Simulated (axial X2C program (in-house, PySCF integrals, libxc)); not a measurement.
**SbCo: from the state search to constants**

What are the state, bond length, wavenumber and bond energy of SbCo, and what does spin–orbit coupling change?

Method: all-electron X2C, Sb dyall-cv3z, Co dyall-cv3z; program: an in-house X2C program for linear molecules on PySCF integrals.

All values are calculated.

**1. Input**

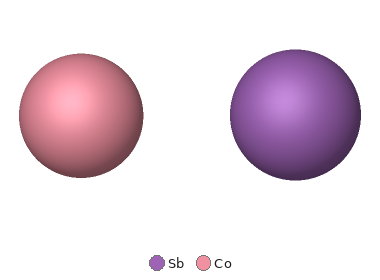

The two atoms at 2.510 Å (antimony purple, cobalt pink).

File task.json:

```json
{"zs": [51, 27], "q": 0, "bas": ["dyall-cv3z", "dyall-cv3z"], "levels": ["PBE0", "HF", "BHandHLYP"], "cc": true, "r0": 2.51, "thr": -1.0, "nmax": 90, "npts": 10, "nst": 2, "ntry": 6}
```

Keys: zs atomic numbers; q charge; bas basis sets; levels methods (HF also brings MP2); cc coupled cluster on or off; r0 starting distance in Å; thr threshold in hartree for freezing inner shells (an s shell follows its p shell); nmax most natural virtual spinors; npts points asked for on the curve; nst determinants followed; ntry starts of the search.

On the command line:

```bash
$ python so2c.py task.json out
```

Spin-free means the one-electron spin-free X2C Hamiltonian; two-component (2c) means X2C with spin–orbit coupling and atomic mean-field two-electron Coulomb and Gaunt terms. Basis: Sb dyall-cv3z contracted to [11s12p8d4f1g], Co dyall-cv3z contracted to [9s10p6d3f2g]; Gaussian nuclei, density fitting. Masses: Sb 120.904 u, Co 58.933 u.

Notation: σ, π±, δ± give the projection m of an orbital's angular momentum (0, ±1, ±2), α and β its spin, Λ and M_S the sums; ω is the projection of a spinor's total angular momentum and Ω the sum. Logs are in hartree.

The results follow Hamiltonian by Hamiltonian and level by level.

**2. Search for the lowest determinant**

PBE0 moves the distance from 2.510 Å to 2.428 Å and compares determinants there.

Spin-free determinants:

| ΔE (eV) | state | open shells |
| --- | --- | --- |
| 0.00 | M_S = 2, Λ = 2 | beyond closed shells: σα, π+α, π-α, δ+α, δ+β, δ-α |
| 0.29 | M_S = 2, Λ = 3 | beyond closed shells: 2 × π+α, π+β, 2 × π-α, δ+α, δ+β, δ-α |
| 0.45 | M_S = 2, Λ = 1 | beyond closed shells: 2 × π+α, 2 × π-α, π-β, δ+α, δ+β, δ-α |
| 0.50 | M_S = 1, Λ = 1 | beyond closed shells: π-α, δ+α, δ+β, δ-α |
| 0.66 | M_S = 2, Λ = 0 | beyond closed shells: 2 × π+α, 2 × π-α |
| 0.70 | M_S = 1, Λ = 2 | beyond closed shells: σα, π+β, π-α, δ+α, δ+β, δ-α |
| 0.70 | M_S = 1, Λ = 4 | beyond closed shells: σα, π+α, π+β, δ+α, δ+β, δ-α |

Two-component determinants:

| ΔE (eV) | state | open shells |
| --- | --- | --- |
| 0.00 | Ω = 4 | excess of +ω over −ω: ω = 3/2, ω = 5/2 |
| 0.17 | Ω = 3 | excess of +ω over −ω: ω = 1/2, ω = 5/2 |
| 0.24 | Ω = 5 | excess of +ω over −ω: ω = -1/2, 2 × ω = 3/2, ω = 5/2 |
| 0.33 | Ω = 2 | excess of +ω over −ω: ω = -1/2, ω = 5/2 |
| 0.45 | Ω = 1 | excess of +ω over −ω: 2 × ω = 1/2 |
| 0.50 | Ω = 3 | excess of +ω over −ω: 2 × ω = -1/2, ω = 3/2, ω = 5/2 |
| 0.50 | Ω = 1 | excess of +ω over −ω: ω = -1/2, ω = 3/2 |

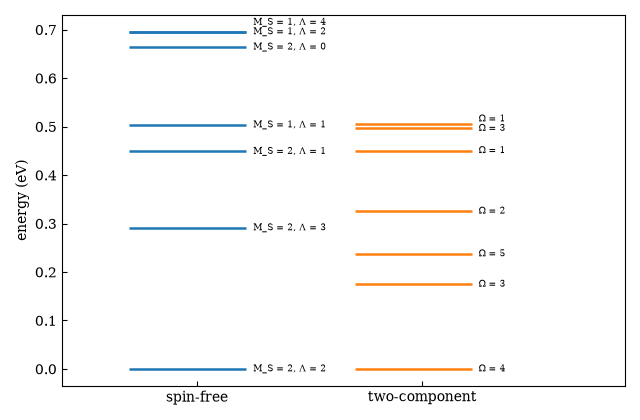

The determinants found, each set from its own lowest.

**3. PBE0, spin-free**

State followed: M_S = 2, Λ = 2 (beyond closed shells: σα, π+α, π-α, δ+α, δ+β, δ-α). The scan is laid around 2.428 Å, a first estimate of the minimum, and this SCF restarts from the orbitals of the search.

The SCF at the reference distance of 2.428 Å:

```text
spin-free X2C-1e  PBE0
basis functions 232  fitting functions 1248  grid points 5802
iter        total energy     max residual
   1      -7873.569752079     1.29e-05
   2      -7873.569752083     2.64e-05
   3      -7873.569752087     4.74e-06
   4      -7873.569752089     4.81e-06
   5      -7873.569752090     1.13e-06
converged
one-electron -11432.56576319  Coulomb 3490.53630442  exact exchange -56.97939060  xc functional -174.67499640  nuclear repulsion 300.11409367
```

Along the bond, energies from the lowest point:

```csv
R (Å),E (eV),μ (D),HOMO (eV),LUMO (eV),iterations
2.112,0.6789,3.00,-5.63,-2.54,14
2.209,0.2748,3.08,-5.62,-2.52,13
2.282,0.1067,3.12,-5.62,-2.51,13
2.355,0.0222,3.15,-5.62,-2.50,12
2.428,0.0000,3.15,-5.63,-2.49,5
2.513,0.0312,3.14,-5.65,-2.48,13
2.598,0.1055,3.11,-5.67,-2.50,13
2.707,0.2422,3.07,-5.63,-2.56,13
2.841,0.4453,3.02,-5.50,-2.65,14
3.035,0.7678,2.94,-5.36,-2.78,14
```

Dipoles are positive if Co is the positive end.

Outer orbitals at the reference distance:

```json
{"symmetry": "π+α", "occupied": "yes", "ε (eV)": "-35.33", "atomic character": "100% Sb d"}
{"symmetry": "π-α", "occupied": "yes", "ε (eV)": "-35.33", "atomic character": "100% Sb d"}
{"symmetry": "σα", "occupied": "yes", "ε (eV)": "-35.33", "atomic character": "100% Sb d"}
{"symmetry": "σβ", "occupied": "yes", "ε (eV)": "-35.26", "atomic character": "100% Sb d"}
{"symmetry": "π-β", "occupied": "yes", "ε (eV)": "-35.23", "atomic character": "100% Sb d"}
{"symmetry": "π+β", "occupied": "yes", "ε (eV)": "-35.23", "atomic character": "100% Sb d"}
{"symmetry": "δ-β", "occupied": "yes", "ε (eV)": "-35.22", "atomic character": "100% Sb d"}
{"symmetry": "δ+β", "occupied": "yes", "ε (eV)": "-35.22", "atomic character": "100% Sb d"}
{"symmetry": "σα", "occupied": "yes", "ε (eV)": "-14.38", "atomic character": "76% Sb s, 10% Co p, 8% Co s"}
{"symmetry": "σβ", "occupied": "yes", "ε (eV)": "-12.95", "atomic character": "75% Sb s, 10% Co p, 9% Co s"}
{"symmetry": "σα", "occupied": "yes", "ε (eV)": "-9.04", "atomic character": "91% Co d, 4% Sb p, 3% Sb s"}
{"symmetry": "δ+α", "occupied": "yes", "ε (eV)": "-8.36", "atomic character": "100% Co d"}
{"symmetry": "δ-α", "occupied": "yes", "ε (eV)": "-8.36", "atomic character": "100% Co d"}
{"symmetry": "π+α", "occupied": "yes", "ε (eV)": "-8.23", "atomic character": "93% Co d, 6% Sb p"}
{"symmetry": "π-α", "occupied": "yes", "ε (eV)": "-8.23", "atomic character": "93% Co d, 6% Sb p"}
{"symmetry": "σα", "occupied": "yes", "ε (eV)": "-6.55", "atomic character": "55% Sb p, 38% Co s, 3% Sb s"}
{"symmetry": "π+β", "occupied": "yes", "ε (eV)": "-6.50", "atomic character": "92% Co d, 7% Sb p"}
{"symmetry": "σβ", "occupied": "yes", "ε (eV)": "-6.27", "atomic character": "65% Sb p, 24% Co s, 5% Sb s"}
{"symmetry": "π-β", "occupied": "yes", "ε (eV)": "-6.24", "atomic character": "90% Co d, 8% Sb p"}
{"symmetry": "δ+β", "occupied": "yes", "ε (eV)": "-6.05", "atomic character": "100% Co d"}
{"symmetry": "π-α", "occupied": "yes", "ε (eV)": "-5.63", "atomic character": "82% Sb p, 9% Co p, 8% Co d"}
{"symmetry": "π+α", "occupied": "yes", "ε (eV)": "-5.63", "atomic character": "82% Sb p, 9% Co p, 8% Co d"}
{"symmetry": "π+β", "occupied": "no", "ε (eV)": "-2.49", "atomic character": "74% Sb p, 17% Co p, 9% Co d"}
{"symmetry": "π-β", "occupied": "no", "ε (eV)": "-2.46", "atomic character": "72% Sb p, 17% Co p, 11% Co d"}
{"symmetry": "σα", "occupied": "no", "ε (eV)": "-2.41", "atomic character": "39% Co p, 35% Co s, 21% Sb p"}
{"symmetry": "σβ", "occupied": "no", "ε (eV)": "-2.16", "atomic character": "49% Co s, 27% Co p, 10% Sb p"}
```

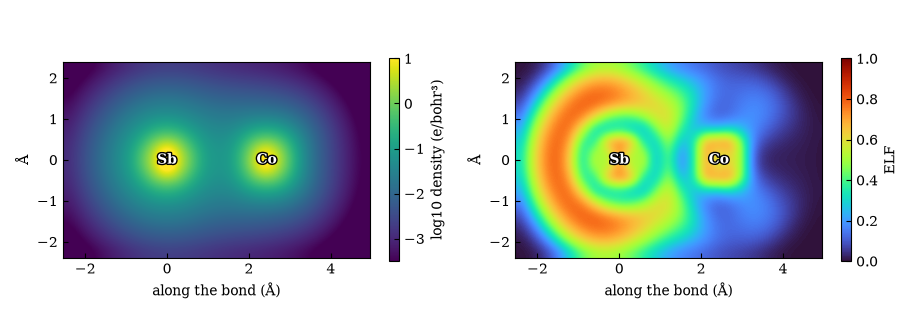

PBE0 fields in a plane through the axis, from a grid of 0.3 Å; Sb lies at z = 0 and Co at z = 2.428 Å; the ELF is damped to zero where the density is low.

Re = 2.423 Å, ωe = 245.2 cm⁻¹, ωexe = 0.756 cm⁻¹, Be = 0.07247 cm⁻¹, De = 1.65 eV, μ = 3.15 D.

**4. HF, spin-free**

Output at 2.428 Å:

```text
spin-free X2C-1e  HF
basis functions 232  fitting functions 1248  grid points 5802
iter        total energy     max residual
   1      -7869.832927482     3.06e-01
   2      -7869.879932265     2.79e-02
   3      -7869.883507031     3.49e-02
   4      -7869.888303253     6.43e-03
   5      -7869.889543932     4.23e-03
   6      -7869.889996825     2.79e-03
   7      -7869.890181646     1.84e-03
   8      -7869.890273152     6.34e-04
   9      -7869.890287002     2.08e-04
  10      -7869.890289710     9.53e-05
  11      -7869.890290777     4.32e-05
  12      -7869.890291284     2.80e-05
  13      -7869.890291477     1.66e-05
  14      -7869.890291509     7.51e-06
  15      -7869.890291514     4.25e-06
  16      -7869.890291515     1.50e-06
converged
one-electron -11433.87044466  Coulomb 3492.06907527  exact exchange -228.20301580  xc functional 0.00000000  nuclear repulsion 300.11409367
```

No constants are quoted: the dipole of the solution doesn't run smoothly along the scan, a sign that its character may change, so the fit is set aside.

**5. BHandHLYP, spin-free**

Output at 2.428 Å:

```text
spin-free X2C-1e  BHandHLYP
basis functions 232  fitting functions 1248  grid points 5802
iter        total energy     max residual
   1      -7874.067176713     8.95e-02
   2      -7874.070461342     2.56e-02
   3      -7874.062265391     5.55e-02
   4      -7874.072852161     1.82e-03
   5      -7874.072959699     2.05e-03
   6      -7874.073020296     1.10e-03
   7      -7874.073043737     3.29e-04
   8      -7874.073049999     1.13e-04
   9      -7874.073051086     6.91e-05
  10      -7874.073051310     3.15e-05
  11      -7874.073051401     1.39e-05
  12      -7874.073051421     6.37e-06
  13      -7874.073051424     3.34e-06
  14      -7874.073051425     1.06e-06
converged
one-electron -11433.44027859  Coulomb 3491.49408415  exact exchange -114.01543913  xc functional -118.22551153  nuclear repulsion 300.11409367
```

Re = 2.487 Å, ωe = 219.9 cm⁻¹, ωexe = 0.619 cm⁻¹, Be = 0.06878 cm⁻¹, De = 0.685 eV, μ = 3.50 D.

**6. Correlated methods, spin-free**

Correlated methods: 14 electrons correlated (frozen shells, counted by type: Sb 4 s, 3 p, 2 d; Co 3 s, 2 p), 310 virtual spinors in MP2, 90 natural virtuals in coupled cluster.

Output of the correlated part at 2.428 Å:

```text
correlated 14  virtual 310  natural virtual 90  E(MP2) -0.424635192  MP2 remainder -0.042260493
iter   CCSD correlation   residual
   1     -0.351881188   2.04e-01
   2     -0.368306298   1.17e-01
   3     -0.373191970   4.74e-02
   4     -0.374219057   3.07e-02
   5     -0.375213280   1.91e-02
   6     -0.375807231   1.11e-02
   7     -0.375925057   5.84e-03
   8     -0.375934450   2.67e-03
   9     -0.376019169   1.40e-03
  10     -0.375990905   7.58e-04
  11     -0.376007705   4.45e-04
  12     -0.376001925   2.78e-04
  13     -0.376002610   1.65e-04
  14     -0.376001494   1.03e-04
  15     -0.375999921   6.47e-05
  16     -0.375999249   3.35e-05
  17     -0.375998620   1.93e-05
  18     -0.375998234   1.29e-05
  19     -0.375998156   7.09e-06
  20     -0.375998011   4.03e-06
  21     -0.375998045   2.55e-06
  22     -0.375997990   1.76e-06
  23     -0.375997964   1.19e-06
  24     -0.375997958   7.71e-07
(T) -0.018852593  T1 0.0640  D1 0.1460  max T2 0.080
```

T1 in the output is the amplitude norm over the root of the electron number; divide by √2 for the Lee–Taylor value.

MP2: No constants are quoted: the dipole of the HF reference doesn't run smoothly along the scan, a sign that its character may change, so the fit is set aside.

CCSD: No constants are quoted: the dipole of the HF reference doesn't run smoothly along the scan, a sign that its character may change, so the fit is set aside.

CCSD(T): No constants are quoted: the dipole of the HF reference doesn't run smoothly along the scan, a sign that its character may change, so the fit is set aside.

**7. A higher determinant, spin-free**

State: M_S = 2, Λ = 3 (beyond closed shells: 2 × π+α, π+β, 2 × π-α, δ+α, δ+β, δ-α).

Output at the reference distance:

```text
spin-free X2C-1e  PBE0
basis functions 232  fitting functions 1248  grid points 5802
iter        total energy     max residual
   1      -7873.559054995     1.28e-05
   2      -7873.559055003     3.01e-05
   3      -7873.559055008     1.06e-05
   4      -7873.559055011     3.71e-06
   5      -7873.559055014     1.85e-06
   6      -7873.559055014     1.38e-06
converged
one-electron -11431.86869747  Coulomb 3489.82174169  exact exchange -56.97626000  xc functional -174.64993291  nuclear repulsion 300.11409367
```

```csv
R (Å),E above the lowest PBE0 point (eV)
2.112,1.159
2.209,0.677
2.282,0.463
2.355,0.342
2.428,0.291
2.513,0.297
2.598,0.354
2.707,0.475
2.841,0.667
```

Re = 2.460 Å, ωe = 242.9 cm⁻¹, ωexe = 0.75 cm⁻¹, Be = 0.07029 cm⁻¹, μ = 2.77 D. Te = 0.29 eV. As a difference of two determinants it need not be a gap between pure terms.

**8. The spin-free curves together**

Energy (eV) of the followed determinant, spin-free, from each level's lowest point:

```csv
R (Å),PBE0,HF (dipole not smooth),MP2 (HF's dipole not smooth),CCSD (HF's dipole not smooth),CCSD(T) (HF's dipole not smooth),BHandHLYP
2.112,0.679,1.353,0.669,n/a,n/a,0.868
2.209,0.275,0.770,0.275,0.325,0.272,0.405
2.282,0.107,0.472,0.110,0.142,0.105,0.196
2.355,0.022,0.265,0.026,0.040,0.022,0.071
2.428,0.000,0.127,0.000,0.000,0.000,0.011
2.513,0.031,0.035,0.023,0.008,0.030,0.000
2.598,0.105,0.000,0.088,0.059,0.099,0.035
2.707,0.242,0.015,0.211,0.165,0.226,0.127
2.841,0.445,0.098,0.397,n/a,n/a,0.284
3.035,0.768,0.272,0.739,n/a,n/a,0.556
```

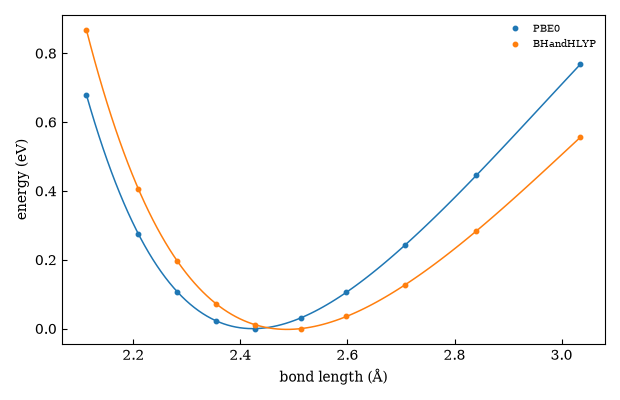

Curves of the followed state, spin-free, each from its own lowest point. Left out: HF, MP2, CCSD, CCSD(T).

[end of part 1 of 2]
